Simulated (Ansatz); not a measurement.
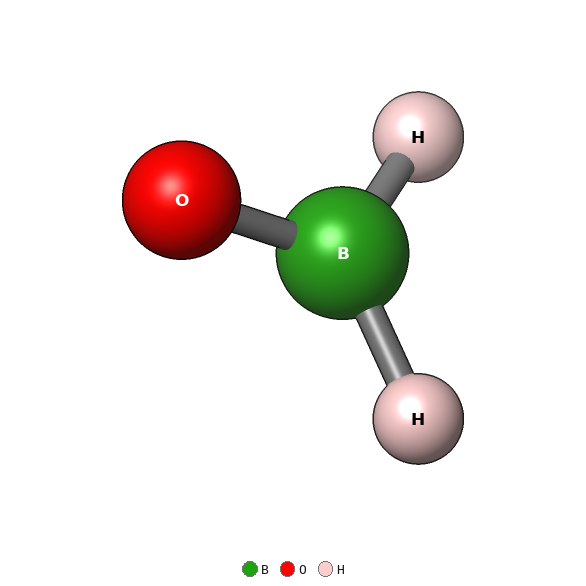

The picture shows a molecular structure as a ball-and-stick model.

State: neutral, doublet. The geometry was computed by an optimisation with PBE0-D4/def2-TZVP.

**Give the formula.**

BH₂O, 4 atoms: 1 boron, 2 hydrogen and 1 oxygen.

**Name functional groups in it.**

Among them: B–H bond.

**Write the SMILES.**

B[O]

**How many atoms are distinct by symmetry?**

3: 1 B, 1 O, 2 H.

**What is the point group of this geometry?**

C2v.

More results for the same structure follow; atom numbers are the same in all pictures, views and colours differ.

## Shape

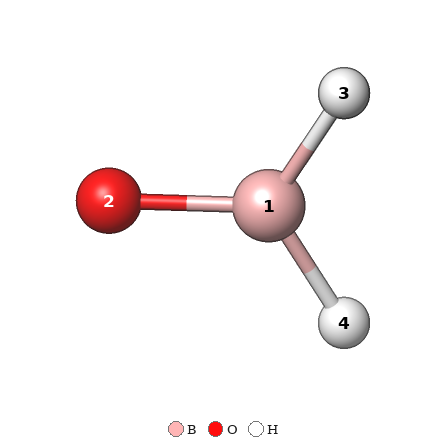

The atoms are numbered.

List the bonds and their lengths.

```tsv
bond	length (Å)	order
B1–O2	1.281	single
B1–H3	1.211	single
B1–H4	1.211	single
```

## Charges

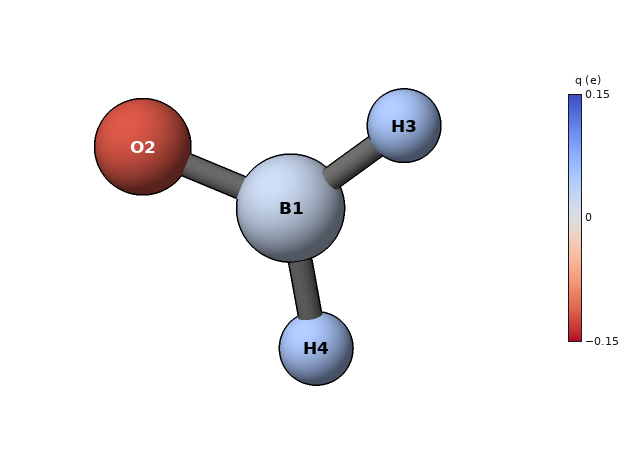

Atoms are coloured by their Mulliken charges. Level of theory: UKS B3LYP-D4/def2-TZVPP (Ansatz 0.2.0).

Give the Mulliken charges atom by atom.

```json
{"atom": "B1", "value (e)": "0.02"}
{"atom": "O2", "value (e)": "−0.12"}
{"atom": "H3", "value (e)": "0.05"}
{"atom": "H4", "value (e)": "0.05"}
```

## Levels of theory compared

Program: Ansatz 0.2.0.

Compare HOMO energy (eV), dipole (D) at these levels: B3LYP-D4/def2-TZVPP; PBE-D4/def2-TZVPP; r2SCAN-D4/def2-TZVPP; ωB97M-V/def2-TZVPP.

```json
{"level": "B3LYP-D4/def2-TZVPP", "HOMO energy (eV)": "−9.07", "dipole (D)": "1.54"}
{"level": "PBE-D4/def2-TZVPP", "HOMO energy (eV)": "−7.61", "dipole (D)": "1.63"}
{"level": "r2SCAN-D4/def2-TZVPP", "HOMO energy (eV)": "−8.15", "dipole (D)": "1.53"}
{"level": "ωB97M-V/def2-TZVPP", "HOMO energy (eV)": "−11.48", "dipole (D)": "1.44"}
```

## Thermal motion

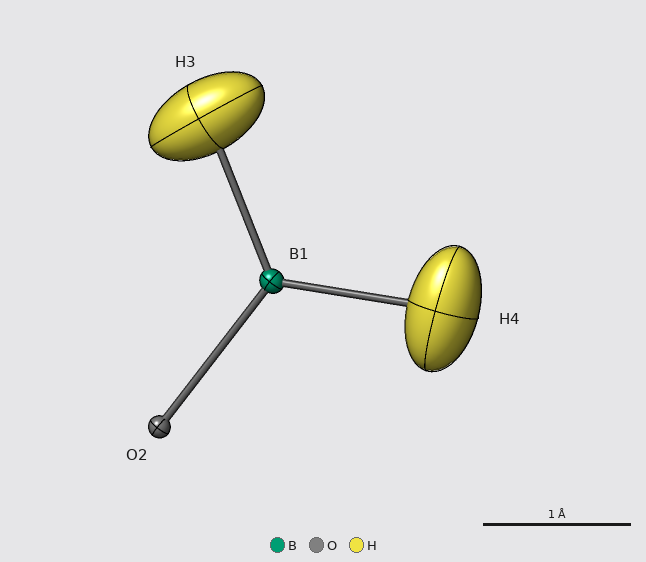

Displacement ellipsoids at the 50 % level, enlarged 2 times, from the internal vibrations of the free molecule (harmonic, no overall translation or rotation; no half-axis is drawn under 0.075 Å). Vibrations computed with UKS PBE0-D4/def2-TZVP (Ansatz 0.2.0). Temperature: 298 K.

**Which atom moves most?**

H3, H4, with U_eq = 0.0111 Å².

**Does H3 move more along its bond or across it?**

Across it: the root-mean-square amplitude is 0.081 Å along the bond and up to 0.142 Å across, since bending and torsion are softer than stretching.

List U_eq and the three principal root-mean-square amplitudes for each kind of atom.

```
  atom  U_eq (Å²)   rms amplitudes (Å)
    B1    0.00066  0.022, 0.026, 0.028
    O2    0.00018  0.005, 0.013, 0.018
H3, H4     0.0111  0.080, 0.081, 0.142
```

Mulliken values depend strongly on the basis set and can even reverse the polarity of a bond.
